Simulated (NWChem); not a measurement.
# triplet H2O at 4 levels

We compute a comparison of 4 runs (U-wB97X/aug-cc-pVTZ, UB2PLYP/aug-cc-pVTZ, UCAM-B3LYP/aug-cc-pVTZ, UM06-2X/aug-cc-pVTZ) of triplet H2O. 

The results are computed with NWChem 7.3.0.

## Step 1: The molecule

H2O has 3 atoms, charge 0, and is taken as a triplet. SMILES of the parent species: `O`. Geometry: relaxed at PBE0-D4/def2-TZVP. That shape belongs to the parent species and isn't relaxed for this state.

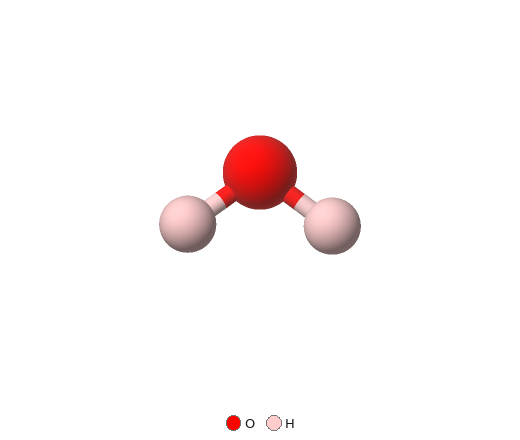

Viewed from a chosen angle; oxygen red, hydrogen pink.

## Step 2: A single-point energy at U-wB97X/aug-cc-pVTZ (run 1)

File run.py:

```python
from ase import Atoms
from ase.calculators.nwchem import NWChem

molecule = Atoms(['O', 'H', 'H'], positions=[
    [-0.302700, 0.200200, -0.140600],
    [0.466500, 0.548400, 0.315300],
    [-0.163800, -0.748600, -0.174700],
])

calc = NWChem(
    label='job',
    theory='dft',
    memory='2200 mb',
    basis='aug-cc-pVTZ',
    basispar='spherical bse',
    dft={'xc': 'wb97x', 'mult': '3', 'grid': 'fine', 'convergence': 'energy 1e-08', 'iterations': '100', 'mulliken': None},
    task='energy',
)
molecule.calc = calc

e = molecule.get_potential_energy()
print(f"E = {e:.6f} eV")
```

Launch:

```bash
export ASE_NWCHEM_COMMAND="nwchem PREFIX.nwi > PREFIX.nwo"
python run.py
```

What it wrote:

```text
E = -2072.676511 eV
```

The calculator wrote job.nwi:

```
title "job"

permanent_dir job

scratch_dir job

start job

geometry units angstrom nocenter noautosym noautoz
  O  -3.0270000000000002e-01 2.0019999999999999e-01 -1.4060000000000000e-01
  H  4.6650000000000003e-01 5.4840000000000000e-01 3.1530000000000002e-01
  H  -1.6380000000000000e-01 -7.4860000000000004e-01 -1.7469999999999999e-01
end

memory 2200 mb

basis spherical bse noprint
   * library aug-cc-pVTZ
end

dft
  xc wb97x
  mult 3
  grid fine
  convergence energy 1e-08
  iterations 100
  mulliken
end

task dft energy
```

job.nwo:

```text
Northwest Computational Chemistry Package (NWChem) 7.3.0
             --------------------------------------------------------

           Job information
           ---------------

    nwchem branch   = 7.3.0
    use scalapack   = T
    input           = job.nwi
    prefix          = job.
    data base       = job/job.db
    status          = startup
    nproc           =        1

           Memory information
           ------------------

    heap     =     72089594 doubles =      550.0 Mbytes
    stack    =     72089599 doubles =      550.0 Mbytes
    global   =    144179200 doubles =     1100.0 Mbytes (distinct from heap & stack)
    total    =    288358393 doubles =     2200.0 Mbytes
    verify   = yes
    hardfail = no

[... 86 lines left out ...]
  convergence criterion.
[... 18 lines left out ...]
          Convergence on gradient requested:  5.00D-04
[... 30 lines left out ...]
          Convergence aids based upon iterative change in
[... 28 lines left out ...]
 1-e energy   =    -121.684949
[... 49 lines left out ...]
         Total DFT energy =      -76.169457477026
[... 2 lines left out ...]
    Exchange-Corr. energy =       -9.141240170958
[... 658 lines left out ...]
                     DFT Final Beta Molecular Orbital Analysis
[... 736 lines left out ...]
 center of mass
 --------------
 x =  -0.47599371 y =   0.31481315 z =  -0.22109255

 moments of inertia (a.u.)
 ------------------
           4.320002991568          -0.599474453147          -1.167906996211
          -0.599474453147           2.749169557371          -0.738783944140
          -1.167906996211          -0.738783944140           5.636393565607

     Multipole analysis of the density
     ---------------------------------

     L   x y z        total         alpha         beta         nuclear
     -   - - -        -----         -----         ----         -------
     0   0 0 0     -0.000000     -6.000000     -4.000000     10.000000

     1   1 0 0     -0.452796      1.665201      1.886143     -4.004140
[... 8 lines of this table left out ...]
     2   0 0 2     -8.664592     -7.909719     -1.783629      1.028756

 Task  times  cpu:       37.0s     wall:       37.0s
 Total times  cpu:       37.0s     wall:       37.0s
```

Run time: 38 s. Hardware: 1 thread of Intel Xeon Platinum 8488C (Sapphire Rapids), shared host; peak memory 0.11 GiB.

## Step 3: The energy at UB2PLYP/aug-cc-pVTZ (run 2)

File m1.nw:

```
start m1
memory 2200 mb
charge 0
geometry noautosym nocenter noautoz
  O       -0.302700       0.200200      -0.140600
  H        0.466500       0.548400       0.315300
  H       -0.163800      -0.748600      -0.174700
end
basis spherical bse
  O library aug-cc-pVTZ
  H library aug-cc-pVTZ
end
dft
  xc hfexch 0.53 becke88 0.47 lyp 0.73 mp2 0.27
  dftmp2 semidirect
  mult 3
  grid fine
  convergence energy 1e-08
  iterations 100
  mulliken
end
mp2
  freeze core 1
end
task dft energy
```

Launch:

```bash
nwchem m1.nw > m1.out
```

What it wrote:

```text
[...]
          Wavefunction type:  spin polarized.
          No. of atoms     :     3
          No. of electrons :    10
[...]
          Charge           :     0
          Spin multiplicity:     3
[...]
          AO basis - number of functions:    92
[...]
              XC Information
              --------------
                     Hartree-Fock (Exact) Exchange  0.530
                    Becke 1988 Exchange Functional  0.470
              Lee-Yang-Parr Correlation Functional  0.730
[...]
 d= 0,ls=0.0,diis     1    -76.0138960039 -8.52D+01  4.44D-02  1.55D-01     1.3
[...]
 d= 0,ls=0.0,diis     8    -76.0826900255 -9.70D-09  1.75D-06  1.48D-09     8.7
[...]
         Total DFT energy =      -76.082690025508
      One electron energy =     -120.888491850560
           Coulomb energy =       44.690493207299
    Exchange-Corr. energy =       -9.055992801016
 Nuclear repulsion energy =        9.171301418770
[...]
      Total Density - Mulliken Population Analysis
     ---------------------------------------------
    Atom       Charge   Shell Charges
 -----------   ------   -------------------------------------------------------
    1 O    8     8.05   1.95  0.27  1.06  0.56  0.30  1.25  1.93  0.67  0.04  0.00  0.01 -0.00  0.00 -0.00
    2 H    1     0.98   0.24  0.36  0.06  0.19  0.02  0.06  0.02  0.01  0.01
    3 H    1     0.98   0.24  0.36  0.06  0.19  0.02  0.06  0.02  0.01  0.01
[...]
      <S2> =      2.0034 (Exact =     2.0000)
[...]
  Basis functions       =     92
[...]
```

It took 12 s on 1 thread of Intel Xeon Platinum 8488C (Sapphire Rapids), shared host; peak memory 0.18 GiB.

Run 3 isn't shown in full; the table further down has it.

## Step 4: The energy at UM06-2X/aug-cc-pVTZ (run 4)

File h2o.nw:

```
START h2o
TITLE "H2O M06-2X"
memory stack 880 mb heap 220 mb global 1100 mb

GEOMETRY units angstrom noautosym nocenter noautoz
   O     -0.302700     0.200200    -0.140600
   H      0.466500     0.548400     0.315300
   H     -0.163800    -0.748600    -0.174700
END

BASIS spherical bse
   * library aug-cc-pVTZ
END

DFT
   xc m06-2x
   mult 3
   grid fine
   convergence energy 1e-08
   maxiter 100
   mulliken
END

TASK dft energy
```

Launch:

```bash
nwchem h2o.nw > h2o.out
```

What it wrote:

```text
[...]
          Wavefunction type:  spin polarized.
          No. of atoms     :     3
          No. of electrons :    10
[...]
          Charge           :     0
          Spin multiplicity:     3
[...]
          AO basis - number of functions:    92
[...]
              XC Information
              --------------
                       M06-2X Method XC Functional
                     Hartree-Fock (Exact) Exchange  0.540
                        M06-2X Exchange Functional  1.000
                      M06-2X Correlation Potential  1.000
[...]
 d= 0,ls=0.0,diis     1    -76.0913980085 -8.53D+01  4.43D-02  1.53D-01     1.5
[...]
 d= 0,ls=0.0,diis    10    -76.1593653449 -5.61D-09  8.89D-07  4.03D-10    12.8
[...]
         Total DFT energy =      -76.159365344913
      One electron energy =     -120.900050465313
           Coulomb energy =       44.700123874383
    Exchange-Corr. energy =       -9.130740172753
 Nuclear repulsion energy =        9.171301418770
[...]
      Total Density - Mulliken Population Analysis
     ---------------------------------------------
    Atom       Charge   Shell Charges
 -----------   ------   -------------------------------------------------------
    1 O    8     8.18   1.95  0.27  1.06  0.61  0.25  1.25  1.93  0.79  0.06  0.00  0.01  0.01  0.00 -0.00
    2 H    1     0.91   0.24  0.29  0.11  0.17  0.02  0.05  0.02  0.01  0.01
    3 H    1     0.91   0.24  0.29  0.11  0.17  0.02  0.05  0.02  0.01  0.01
[...]
      <S2> =      2.0028 (Exact =     2.0000)
[...]
```

It took 14 s on 1 thread of Intel Xeon Platinum 8488C (Sapphire Rapids), shared host; peak memory 0.11 GiB.

## Step 5: Overview of the runs

```
run                   level  frozen core orbitals  energy (Eh)  dipole moment (D)  HOMO energy (eV)   ⟨S²⟩  wall time
  1     U-wB97X/aug-cc-pVTZ                     –   -76.169457               1.48             -5.13  2.003       38 s
  2     UB2PLYP/aug-cc-pVTZ                     1   -76.150660               1.27             -4.16  2.003       12 s
  3  UCAM-B3LYP/aug-cc-pVTZ                     –   -76.175680               1.19             -4.58  2.002       34 s
  4     UM06-2X/aug-cc-pVTZ                     –   -76.159365               1.44             -4.33  2.003       14 s
```

## Step 6: Outcome

| quantity | value |
| --- | --- |
| run 4: total energy | -76.15937 Eh |
| run 4: dipole moment | 1.44 D |
| run 4: HOMO energy (highest over α and β) | -4.33 eV |
| run 4: ⟨S²⟩ | 2.003 |

**Reading.** The dipole moment (its size) runs from 1.19 D (UCAM-B3LYP/aug-cc-pVTZ) to 1.48 D (U-wB97X/aug-cc-pVTZ). Totals of different functionals can't be ranked against each other. All runs together took 97 s, the longest 38 s.
